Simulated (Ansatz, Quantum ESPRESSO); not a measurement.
# Band edges of Hf2CF2 MXene, 1 layer under strain, part 2 of 2

How do the band edges of Hf2CF2 MXene, 1 layer move against the vacuum when the sheet is stretched?

Quantum ESPRESSO 7.5; plane-wave DFT, PBE, GBRV ultrasoft pseudopotentials; geometry by Ansatz 0.2.0 with PAW datasets.

So far: The structure; Relaxation with Ansatz.

## 3. Running the series

Under ESM bc1 levels count from the vacuum, or from the mean of the two vacuum levels where the sheet has a dipole, so band edges at unlike strains can be compared.

Level of this step: plane-wave DFT, PBE, GBRV ultrasoft pseudopotentials (Quantum ESPRESSO 7.5).

The input, run.py:

```python
import json
import numpy as np
from ase import Atoms
from ase.calculators.espresso import Espresso, EspressoProfile

profile = EspressoProfile(command='mpirun -n 4 pw.x -nk 4', pseudo_dir='../pseudo')
pseudopotentials = {'C': 'c_pbe_v1.2.uspp.F.UPF', 'F': 'f_pbe_v1.4.uspp.F.UPF', 'Hf': 'hf_pbe_v1.uspp.F.UPF'}
system = {'ecutwfc': 40, 'ecutrho': 200, 'occupations': 'smearing', 'smearing': 'fd', 'degauss': 0.002}


def calculator(name, kpts, **extra):
    data = dict(control=dict(tprnfor=True, verbosity='high', disk_io='none'),
                system=system | extra,
                electrons=dict(conv_thr=1e-09, mixing_beta=0.4, mixing_mode='plain',
                               electron_maxstep=100))
    return Espresso(profile=profile, directory=name, pseudopotentials=pseudopotentials, kpts=kpts, input_data=data)


def centre(atoms):
    z = atoms.positions[:, 2]
    atoms.positions[:, 2] -= (z.max() + z.min()) / 2  # ESM wants the slab about z = 0
    return atoms

sheet = Atoms(
    ['F', 'Hf', 'C', 'Hf', 'F'],
    scaled_positions=[
        [0.3333333333, 0.6666666667, 0.3697738392],
        [0.6666666667, 0.3333333333, 0.4387585666],
        [0.0000000000, 0.0000000000, 0.5000000007],
        [0.3333333333, 0.6666666667, 0.5612414352],
        [0.6666666667, 0.3333333333, 0.6302261582]],
    cell=[
        [3.275547336668, 0.000000000000, 0.000000000000],
        [-1.637773668334, 2.836707204853, 0.000000000000],
        [0.000000000000, 0.000000000000, 19.590682403600]],
    pbc=True)

rows = []
for strain in [-0.03, -0.015, 0.0, 0.015, 0.03]:
    atoms = sheet.copy()
    atoms.set_cell(sheet.cell.array * [[1 + strain], [1 + strain], [1]], scale_atoms=True)
    atoms = centre(atoms)
    atoms.calc = calculator(f's{strain:+.3f}', (12, 12, 1), assume_isolated='esm', esm_bc='bc1', nbnd=25)
    energy = atoms.get_potential_energy()
    levels = np.array([atoms.calc.get_eigenvalues(kpt=i) for i in range(len(atoms.calc.get_ibz_k_points()))])
    top, bottom = levels[:, 20].max(), levels[:, 21].min()
    direct = (levels[:, 21] - levels[:, 20]).min()
    rows.append([strain, energy, top, bottom, direct])
    print(f'strain {strain:+.3f}: E = {energy:.5f} eV, valence top {top:.3f}, conduction bottom {bottom:.3f}, '
          f'gap {bottom - top:.3f}, least direct gap {direct:.3f} eV')

x, energy, top, bottom, direct = np.array(rows).T
area = np.linalg.norm(np.cross(*sheet.cell[:2]))
stiffness = np.polyfit(x, energy, 2)[0] / area * 16.0218  # C11 + C12, heights clamped
print(f'valence and conduction edges move by {np.polyfit(x, top, 1)[0]:.2f} and {np.polyfit(x, bottom, 1)[0]:.2f} eV per unit biaxial strain')
print(f'C11 + C12 with clamped heights: {stiffness:.1f} N/m')
json.dump(dict(rows=rows, stiffness=stiffness), open('result.json', 'w'))
```

Started as:

```sh
$ OMP_NUM_THREADS=1 python run.py
```

The program printed:

```text
strain -0.030: E = -5811.39726 eV, valence top -3.156, conduction bottom -3.776, gap -0.620, least direct gap 0.000 eV
strain -0.015: E = -5811.51826 eV, valence top -3.206, conduction bottom -3.778, gap -0.572, least direct gap 0.000 eV
strain +0.000: E = -5811.55033 eV, valence top -3.259, conduction bottom -3.786, gap -0.527, least direct gap 0.000 eV
strain +0.015: E = -5811.50851 eV, valence top -3.317, conduction bottom -3.802, gap -0.485, least direct gap 0.000 eV
strain +0.030: E = -5811.39632 eV, valence top -3.380, conduction bottom -3.826, gap -0.446, least direct gap 0.000 eV
valence and conduction edges move by -3.72 and -0.82 eV per unit biaxial strain
C11 + C12 with clamped heights: 295.7 N/m
```

Wall time 3.8 min (4 MPI ranks of Arm Neoverse V2, shared host); peak memory 0.82 GiB.

The input that ASE wrote for the first run, and its log:

```
&CONTROL
   verbosity        = 'high'
   tprnfor          = .true.
   disk_io          = 'none'
   pseudo_dir       = '../pseudo'
/
&SYSTEM
   nbnd             = 25
   ecutwfc          = 40
   ecutrho          = 200
   occupations      = 'smearing'
   degauss          = 0.002
   smearing         = 'fd'
   assume_isolated  = 'esm'
   esm_bc           = 'bc1'
   ntyp             = 3
   nat              = 5
   ibrav            = 0
/
&ELECTRONS
   electron_maxstep = 100
   conv_thr         = 1e-09
   mixing_mode      = 'plain'
   mixing_beta      = 0.4
/
&IONS
/
&CELL
/
&FCP
/
&RISM
/
ATOMIC_SPECIES
F 18.998403163 f_pbe_v1.4.uspp.F.UPF
Hf 178.49 hf_pbe_v1.uspp.F.UPF
C 12.011 c_pbe_v1.2.uspp.F.UPF

K_POINTS automatic
12 12 1  0 0 0

CELL_PARAMETERS angstrom
3.17728091656796 0.00000000000000 0.00000000000000
-1.58864045828398 2.75160598870741 0.00000000000000
0.00000000000000 0.00000000000000 19.59068240360000

ATOMIC_POSITIONS angstrom
F -0.0000000002 1.8344039926 -2.5512193314  
Hf 1.5886404584 0.9172019961 -1.1997614462  
C 0.0000000000 0.0000000000 0.0000000392  
Hf -0.0000000002 1.8344039926 1.1997615324  
F 1.5886404584 0.9172019961 2.5512193314
```

```text
Program PWSCF v.7.5 starts
[citation notice left out]

     Parallel version (MPI & OpenMP), running on       4 processor cores
     Number of MPI processes:                 4
     Threads/MPI process:                     1

     MPI processes distributed on     1 nodes
[... 1 line left out ...]

Warning: card &CELL ignored
Warning: card &FCP ignored
Warning: card &RISM ignored

     Current dimensions of program PWSCF are:
     Max number of different atomic species (ntypx) = 10
     Max number of k-points (npk) =  40000
     Max angular momentum in pseudopotentials (lmaxx) =  4
     Message from routine setup:
     using ibrav=0 with symmetry is DISCOURAGED, use correct ibrav instead

     K-points division:     npool     =       4
     Subspace diagonalization in iterative solution of the eigenvalue problem:
     a serial algorithm will be used

     G-vector sticks info
     --------------------
     sticks:   dense  smooth     PW     G-vecs:    dense   smooth      PW
     Sum         499     397    121                55445    39425    6803

     Using Slab Decomposition

     bravais-lattice index     =            0
     lattice parameter (alat)  =       6.0042  a.u.
     unit-cell volume          =    1155.8142 (a.u.)^3
     number of atoms/cell      =            5
     number of atomic types    =            3
     number of electrons       =        42.00
     number of Kohn-Sham states=           25
     kinetic-energy cutoff     =      40.0000  Ry
     charge density cutoff     =     200.0000  Ry
     scf convergence threshold =      1.0E-09
     mixing beta               =       0.4000
     number of iterations used =            8  plain     mixing
     Exchange-correlation= SLA  PW   PBE  PBE
                           (   1   4   3   4   0   0   0)

     Effective Screening Medium Method
     =================================
     Boundary Conditions: Vacuum-Slab-Vacuum
     total charge in unit cell        =   0.0000
     grid points for fit at edges     =        4

[... 10 lines left out ...]
     PseudoPot. # 1 for F  read from file:
     ../pseudo/f_pbe_v1.4.uspp.F.UPF
     Pseudo is Ultrasoft, Zval =  7.0
     Generated by new atomic code, or converted to UPF format
     Using radial grid of  799 points,  4 beta functions with:
                l(1) =   0
                l(2) =   0
                l(3) =   1
                l(4) =   1
     Q(r) pseudized with  8 coefficients,  rinner =    0.950   0.950   0.950

     PseudoPot. # 2 for Hf read from file:
     ../pseudo/hf_pbe_v1.uspp.F.UPF
     Pseudo is Ultrasoft + core correction, Zval = 12.0
     Generated by new atomic code, or converted to UPF format
     Using radial grid of  921 points,  8 beta functions with:
                l(1) =   0
                l(2) =   0
                l(3) =   0
                l(4) =   1
                l(5) =   1
                l(6) =   2
                l(7) =   2
[... 857 lines left out ...]

     negative rho (up, down):  2.123E-01 0.000E+00

     Forces acting on atoms (cartesian axes, Ry/au):

     atom    1 type  1   force =    -0.00000000   -0.00000000   -0.01029700
     atom    2 type  2   force =     0.00000000    0.00000000   -0.02234245
     atom    3 type  3   force =     0.00000000   -0.00000000    0.00000000
     atom    4 type  2   force =     0.00000000    0.00000000    0.02234245
     atom    5 type  1   force =     0.00000000    0.00000000    0.01029700
     The non-local contrib.  to forces
     atom    1 type  1   force =    -0.00000000   -0.00000000    0.97115424
     atom    2 type  2   force =     0.00000000    0.00000000   -0.38229867
     atom    3 type  3   force =     0.00000000    0.00000000    0.00000000
     atom    4 type  2   force =     0.00000000   -0.00000000    0.38229867
     atom    5 type  1   force =    -0.00000000   -0.00000000   -0.97115424
     The ionic contribution  to forces
     atom    1 type  1   force =     0.00000000   -0.00000000  -94.63970414
     atom    2 type  2   force =    -0.00000000    0.00000000  -77.50438927
     atom    3 type  3   force =    -0.00000000   -0.00000000   -0.00000003
     atom    4 type  2   force =     0.00000000   -0.00000000   77.50439000
     atom    5 type  1   force =    -0.00000000    0.00000000   94.63970345
     The local contribution  to forces
     atom    1 type  1   force =     0.00000003   -0.00000002   93.65821839
     atom    2 type  2   force =    -0.00000001    0.00000001   77.88393669
     atom    3 type  3   force =     0.00000000    0.00000000   -0.00000110
     atom    4 type  2   force =     0.00000001   -0.00000001  -77.88394613
     atom    5 type  1   force =    -0.00000001    0.00000002  -93.65821802
     The core correction contribution to forces
     atom    1 type  1   force =     0.00000000    0.00000000    0.00000000
     atom    2 type  2   force =     0.00000000   -0.00000000   -0.01971074
     atom    3 type  3   force =     0.00000000    0.00000000    0.00000000
     atom    4 type  2   force =    -0.00000000    0.00000000    0.01971134
     atom    5 type  1   force =     0.00000000    0.00000000    0.00000000
     The Hubbard contrib.    to forces
     atom    1 type  1   force =     0.00000000    0.00000000    0.00000000
     atom    2 type  2   force =     0.00000000    0.00000000    0.00000000
     atom    3 type  3   force =     0.00000000    0.00000000    0.00000000
     atom    4 type  2   force =     0.00000000    0.00000000    0.00000000
     atom    5 type  1   force =     0.00000000    0.00000000    0.00000000
     The SCF correction term to forces
     atom    1 type  1   force =    -0.00000000   -0.00000000    0.00003435
     atom    2 type  2   force =    -0.00000000    0.00000000    0.00011548
     atom    3 type  3   force =     0.00000000    0.00000000   -0.00000000
     atom    4 type  2   force =    -0.00000000   -0.00000000   -0.00011548
     atom    5 type  1   force =    -0.00000000    0.00000000   -0.00003435

     Total force =     0.034791     Total SCF correction =     0.000170
     Message from routine punch:
     Nothing written, as per user request (disk_io='none')

[... 1 line left out ...]

[... 1 line left out ...]

[... 1 line left out ...]

[... 3 lines left out ...]

[... 1 line left out ...]

[... 2 lines left out ...]

[... 1 line left out ...]

[... 1 line left out ...]

=------------------------------------------------------------------------------=
   JOB DONE.
=------------------------------------------------------------------------------=
```

Read from the output:

* biaxial stiffness: 295.7 N/m

Table of band edge from the vacuum level by biaxial strain:

| biaxial strain (%) | valence top (eV) | conduction bottom (eV) |
| --- | --- | --- |
| -3.00 | -3.16 | -3.78 |
| -1.50 | -3.21 | -3.78 |
| 0.00 | -3.26 | -3.79 |
| 1.50 | -3.32 | -3.80 |
| 3.00 | -3.38 | -3.83 |

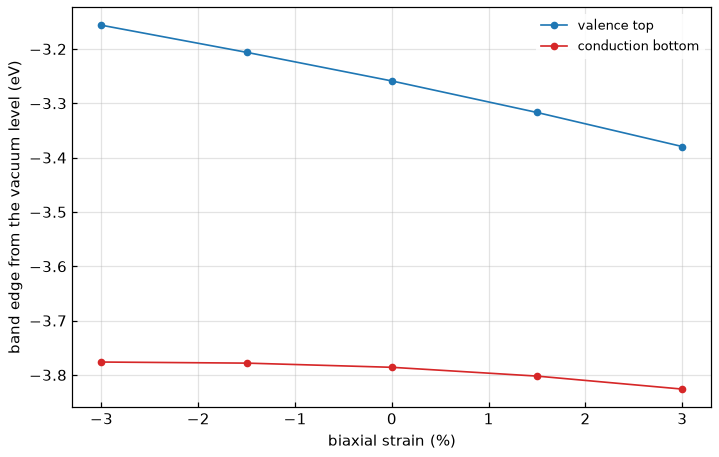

Band edge from the vacuum level against biaxial strain.

Gap against biaxial strain:

| biaxial strain (%) | on the mesh (eV) | least direct (eV) |
| --- | --- | --- |
| -3.00 | -0.620 | 1.0e-4 |
| -1.50 | -0.572 | 0 |
| 0.00 | -0.527 | 1.0e-4 |
| 1.50 | -0.485 | 5.0e-4 |
| 3.00 | -0.446 | 0 |

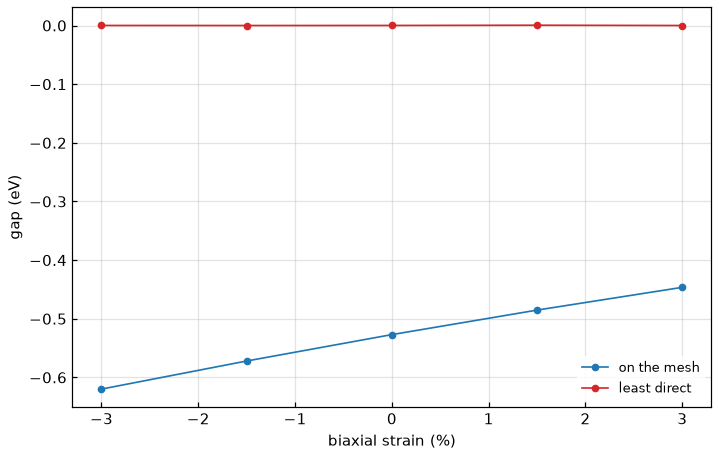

Gap, plotted against biaxial strain.

The energy over the lowest by biaxial strain:

| biaxial strain (%) | energy over the lowest (meV) |
| --- | --- |
| -3.00 | 153 |
| -1.50 | 32.1 |
| 0.00 | 0 |
| 1.50 | 41.8 |
| 3.00 | 154 |

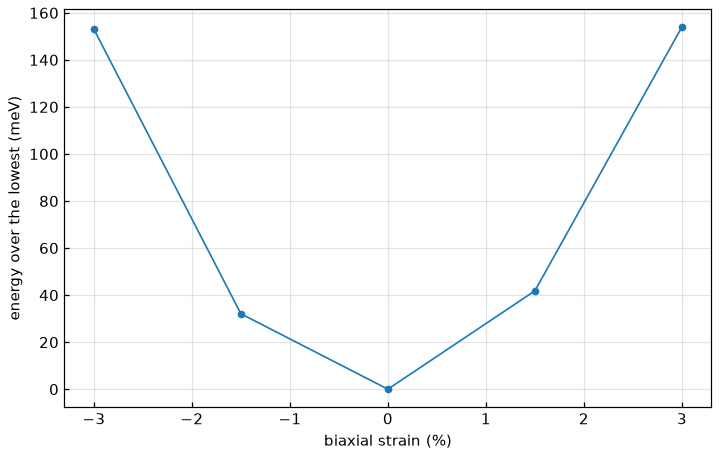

Energy over the lowest, plotted against biaxial strain.

## 4. Running the series: PBE, PseudoDojo norm-conserving

Level of this step: plane-wave DFT, PBE, PseudoDojo norm-conserving pseudopotentials (Quantum ESPRESSO 7.5).

run.py is the input of step 3 with these lines changed:

```diff
@@ -6,4 +6,4 @@
 profile = EspressoProfile(command='mpirun -n 4 pw.x -nk 4', pseudo_dir='../pseudo')
-pseudopotentials = {'C': 'c_pbe_v1.2.uspp.F.UPF', 'F': 'f_pbe_v1.4.uspp.F.UPF', 'Hf': 'hf_pbe_v1.uspp.F.UPF'}
-system = {'ecutwfc': 40, 'ecutrho': 200, 'occupations': 'smearing', 'smearing': 'fd', 'degauss': 0.002}
+pseudopotentials = {'C': 'C.dojo-sr-pbe-0.4.1-standard.upf', 'F': 'F.dojo-sr-pbe-0.4.1-standard.upf', 'Hf': 'Hf.dojo-sr-pbe-0.4.1-standard.upf'}
+system = {'ecutwfc': 74, 'ecutrho': 296, 'occupations': 'smearing', 'smearing': 'fd', 'degauss': 0.002}
```

Started as:

```sh
$ OMP_NUM_THREADS=1 python run.py
```

The program printed:

```text
strain -0.030: E = -4581.98488 eV, valence top -3.135, conduction bottom -3.751, gap -0.617, least direct gap 0.000 eV
strain -0.015: E = -4582.10409 eV, valence top -3.186, conduction bottom -3.754, gap -0.569, least direct gap 0.000 eV
strain +0.000: E = -4582.13772 eV, valence top -3.240, conduction bottom -3.764, gap -0.523, least direct gap 0.000 eV
strain +0.015: E = -4582.09450 eV, valence top -3.299, conduction bottom -3.781, gap -0.482, least direct gap 0.000 eV
strain +0.030: E = -4581.98226 eV, valence top -3.362, conduction bottom -3.805, gap -0.443, least direct gap 0.000 eV
valence and conduction edges move by -3.79 and -0.89 eV per unit biaxial strain
C11 + C12 with clamped heights: 295.5 N/m
```

Elapsed: 10 min, on 4 MPI ranks; peak memory 0.8 GiB; 41 min of CPU time.

This step gave:

| Quantity | Value |
| --- | --- |
| biaxial stiffness | 295.5 N/m |

The band edge from the vacuum level by biaxial strain:

| biaxial strain (%) | valence top (eV) | conduction bottom (eV) |
| --- | --- | --- |
| -3.00 | -3.13 | -3.75 |
| -1.50 | -3.19 | -3.75 |
| 0.00 | -3.24 | -3.76 |
| 1.50 | -3.30 | -3.78 |
| 3.00 | -3.36 | -3.81 |

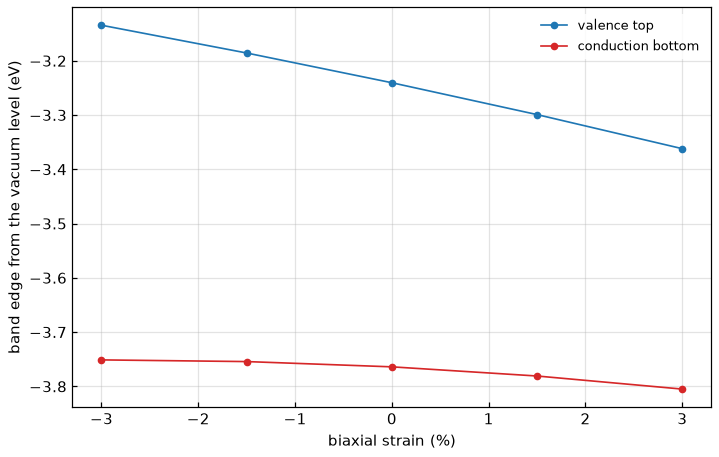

Band edge from the vacuum level, plotted against biaxial strain.

The gap by biaxial strain:

| biaxial strain (%) | on the mesh (eV) | least direct (eV) |
| --- | --- | --- |
| -3.00 | -0.617 | 1.0e-4 |
| -1.50 | -0.569 | 0 |
| 0.00 | -0.523 | 1.0e-4 |
| 1.50 | -0.482 | 1.0e-4 |
| 3.00 | -0.443 | 0 |

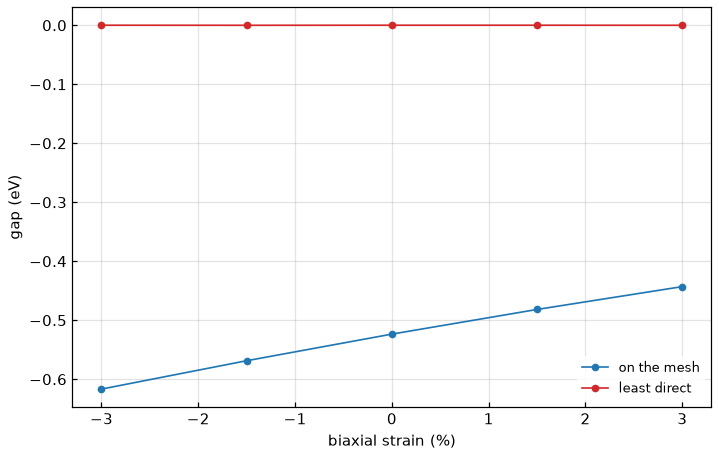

Gap, plotted against biaxial strain.

The energy over the lowest by biaxial strain:

| biaxial strain (%) | energy over the lowest (meV) |
| --- | --- |
| -3.00 | 153 |
| -1.50 | 33.6 |
| 0.00 | 0 |
| 1.50 | 43.2 |
| 3.00 | 155 |

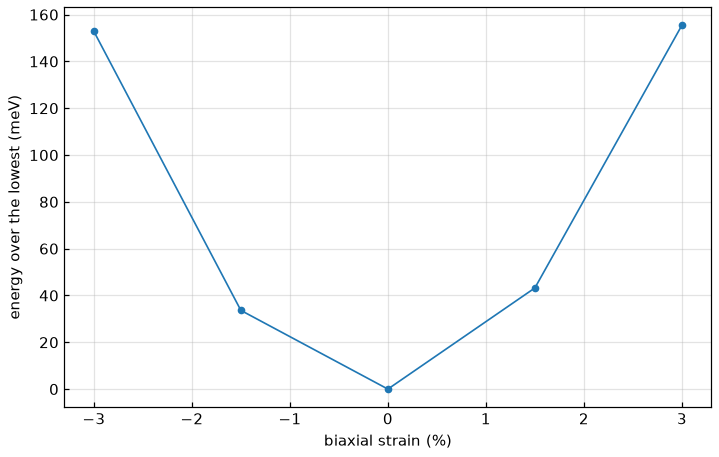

Energy over the lowest against biaxial strain.

## 5. Running the series, with pools = 64

One more run, with a changed input.

Level of this step: plane-wave DFT, PBE, GBRV ultrasoft pseudopotentials (Quantum ESPRESSO 7.5).

run.py is the input of step 3 with these lines changed:

```diff
@@ -5,3 +5,3 @@
 
-profile = EspressoProfile(command='mpirun -n 4 pw.x -nk 4', pseudo_dir='../pseudo')
+profile = EspressoProfile(command='mpirun -n 4 pw.x -nk 64', pseudo_dir='../pseudo')
 pseudopotentials = {'C': 'c_pbe_v1.2.uspp.F.UPF', 'F': 'f_pbe_v1.4.uspp.F.UPF', 'Hf': 'hf_pbe_v1.uspp.F.UPF'}
@@ -14,3 +14,3 @@
                 electrons=dict(conv_thr=1e-09, mixing_beta=0.4, mixing_mode='plain',
-                               electron_maxstep=100))
+                               electron_maxstep=60))
     return Espresso(profile=profile, directory=name, pseudopotentials=pseudopotentials, kpts=kpts, input_data=data)
@@ -38,3 +38,3 @@
 rows = []
-for strain in [-0.03, -0.015, 0.0, 0.015, 0.03]:
+for strain in [-0.03, -0.015, 0.0]:
     atoms = sheet.copy()
```

Started as:

```sh
$ OMP_NUM_THREADS=1 python run.py
```

The program printed:

```text
subprocess.CalledProcessError: the calculator's command failed
```

Wall time 2 s (4 MPI ranks); peak memory 0.32 GiB.

The input that ASE wrote for the run that failed, and its log:

```
&CONTROL
   verbosity        = 'high'
   tprnfor          = .true.
   disk_io          = 'none'
   pseudo_dir       = '../pseudo'
/
&SYSTEM
   nbnd             = 25
   ecutwfc          = 40
   ecutrho          = 200
   occupations      = 'smearing'
   degauss          = 0.002
   smearing         = 'fd'
   assume_isolated  = 'esm'
   esm_bc           = 'bc1'
   ntyp             = 3
   nat              = 5
   ibrav            = 0
/
&ELECTRONS
   electron_maxstep = 60
   conv_thr         = 1e-09
   mixing_mode      = 'plain'
   mixing_beta      = 0.4
/
&IONS
/
&CELL
/
&FCP
/
&RISM
/
ATOMIC_SPECIES
F 18.998403163 f_pbe_v1.4.uspp.F.UPF
Hf 178.49 hf_pbe_v1.uspp.F.UPF
C 12.011 c_pbe_v1.2.uspp.F.UPF

K_POINTS automatic
12 12 1  0 0 0

CELL_PARAMETERS angstrom
3.17728091656796 0.00000000000000 0.00000000000000
-1.58864045828398 2.75160598870741 0.00000000000000
0.00000000000000 0.00000000000000 19.59068240360000

ATOMIC_POSITIONS angstrom
F -0.0000000002 1.8344039926 -2.5512193314  
Hf 1.5886404584 0.9172019961 -1.1997614462  
C 0.0000000000 0.0000000000 0.0000000392  
Hf -0.0000000002 1.8344039926 1.1997615324  
F 1.5886404584 0.9172019961 2.5512193314
```

```text
Program PWSCF v.7.5 starts
[citation notice left out]

     Parallel version (MPI & OpenMP), running on       4 processor cores
     Number of MPI processes:                 4
     Threads/MPI process:                     1

     MPI processes distributed on     1 nodes
[... 1 line left out ...]

Warning: card &CELL ignored
Warning: card &FCP ignored
Warning: card &RISM ignored

     Current dimensions of program PWSCF are:
     Max number of different atomic species (ntypx) = 10
     Max number of k-points (npk) =  40000
     Max angular momentum in pseudopotentials (lmaxx) =  4
     Message from routine setup:
     using ibrav=0 with symmetry is DISCOURAGED, use correct ibrav instead

 %%%%%%%%%%%%%%%%%%%%%%%%%%%%%%%%%%%%%%%%%%%%%%%%%%%%%%%%%%%%%%%%%%%%%%%%%%%%%%
     Error in routine mp_start_pools (1):
     invalid number of pools, out of range
 %%%%%%%%%%%%%%%%%%%%%%%%%%%%%%%%%%%%%%%%%%%%%%%%%%%%%%%%%%%%%%%%%%%%%%%%%%%%%%

     stopping ...
```

The program refused the input before any cycle.

The fault put into the input: more pools than k-points or ranks (pools = 64).

The number of pools must divide the number of ranks; pools beyond the number of k-points stand idle.

## 6. By hand

Under equal strain ε in the plane, E = A (C11 + C12) ε². From the points at ±1.5 %: d²E/dε² = (32.06 + 41.81 − 2 × 0.00) meV / 0.015² = 328 eV, and 328/(2 × 9.292 Å²) × 16.02 = 283 N/m.

## 7. What came out

```yaml
c11_c12_heights_clamped_pbe_gbrv_ultrasoft: 296 N/m
c11_c12_heights_clamped_pbe_pseudodojo_norm_conserving: 295 N/m
```

**Reading.** The sheet's biaxial stiffness comes to 296 N/m (PBE, GBRV ultrasoft). The bands overlap at every strain: the sheet is a metal, and edges by band count are no gaps. Heights are clamped under strain, which makes a sheet with several atomic planes too stiff. Semilocal gaps are too small. Spin-orbit coupling is left out; depending on the atoms that carry the levels of interest, it can split and shift them by tenths of an eV to an eV or more.

[Logs are printed without paths, hosts, clocks, repeated set-up lines and the standing remarks that a program may print on its own settings, such as how far it seeks lower states.]

[Hosts, paths, dates, database ids (printed as entryN), source tags and the programs' standing remarks are cut or masked in the printed files.]

[Maps of the electrostatic potential energy from Ansatz leave out the sawtooth potential of an applied field or a dipole correction, so their vacuum need not be flat; planar profiles and work functions include it.]
